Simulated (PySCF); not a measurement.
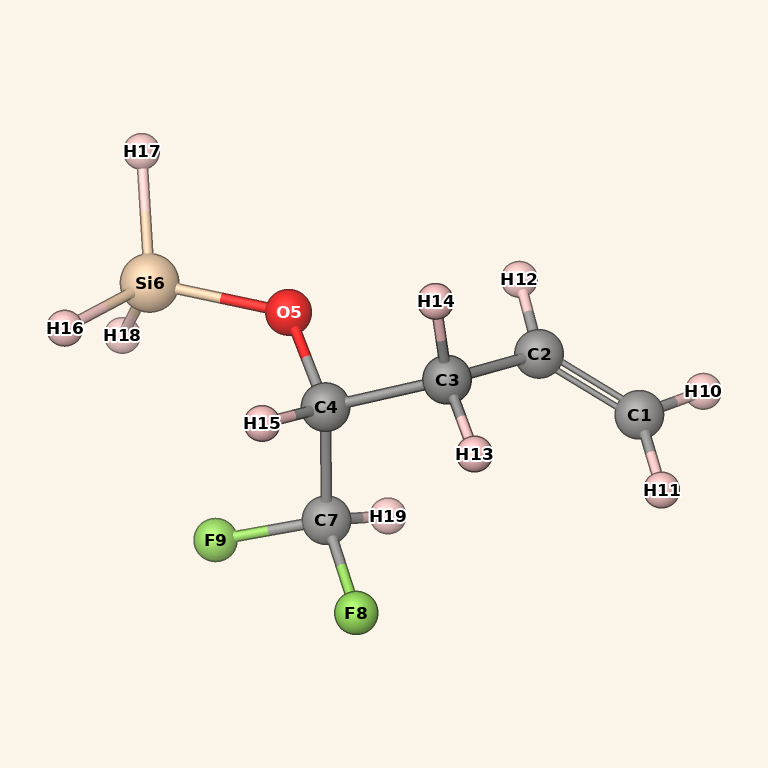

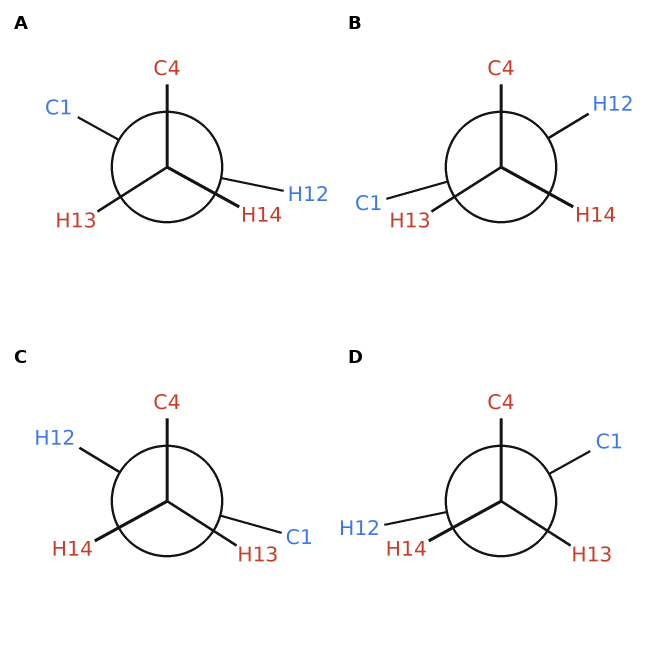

Depth is shown by fading: the farther an atom, the more it takes the colour of the background. Bonds that would overlap in a projection are set slightly apart. The computed structure is the end point of a PBE0-D3(BJ)/def2-SVP optimisation. No frequency run is at hand to confirm it as a minimum.

**Which Newman projection shows the view along C3–C2, with C3 in front?**

B. The torsion angle C4–C3–C2–C1 is −121°, anticlinal.
